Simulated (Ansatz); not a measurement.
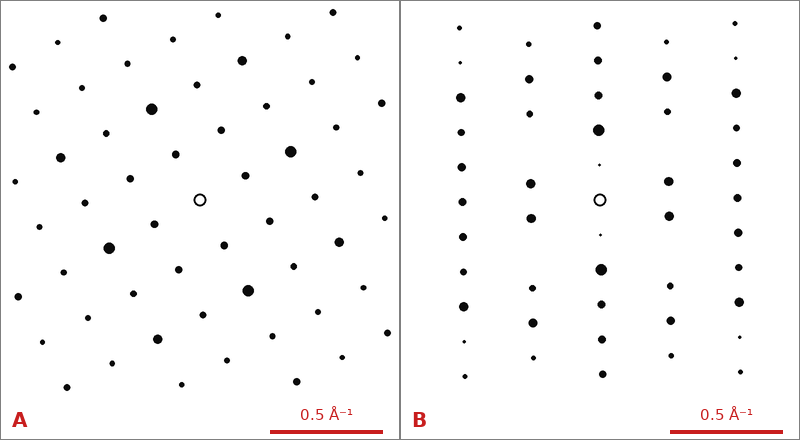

Kinematic electron diffraction patterns (120 kV, B = 0.5 Å², same scale, each along a low-index zone) of two structures of composition Si3Pb, each relaxed at zero pressure with Ansatz, DFT PBE, scalar-relativistic, plane waves, PAW.

The structures (standard cells):
1. Pm-3m (No. 221), a = 4.318 Å, 4 atoms; generated start, possibly hypothetical
2. P6_3/mmc (No. 194), a = 7.363 Å, c = 3.590 Å (hexagonal axes), 8 atoms; generated start, possibly hypothetical

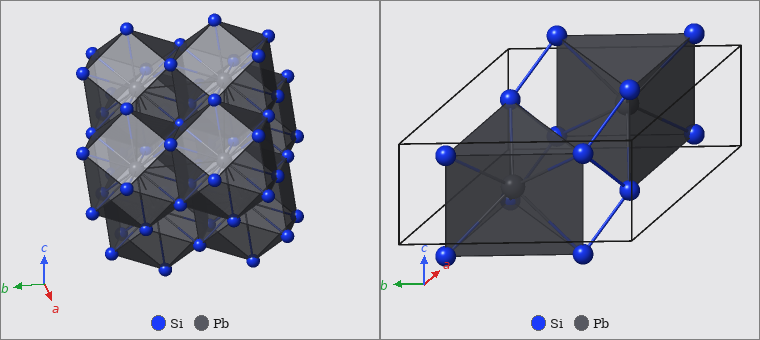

Drawings of the structures 1 to 2, from left to right (each may span several cells).

Q: Which pattern belongs to which structure, and along which zone?

A: A is structure 1 along [001] or an equivalent direction: square net of 1 0 0 at d = 4.32 Å and 0 1 0 at d = 4.32 Å, 90.0° apart. B is structure 2 along [101] or an equivalent direction: centred rectangular net of 0 1 0 (weak) at d = 6.38 Å and 1 0 -1 at d = 3.13 Å, 75.8° apart (some points of this net are extinct or too weak to see).

Q: Which structure lies lowest at this level of theory, and by how much?

A: Structure 2 (P6_3/mmc, 21.07 Å³ an atom) is the lowest of these; structure 1 (Pm-3m, 20.13 Å³ an atom) lies about 320 meV an atom higher. These are static energies at 0 K; other structures, not shown, may lie lower still.
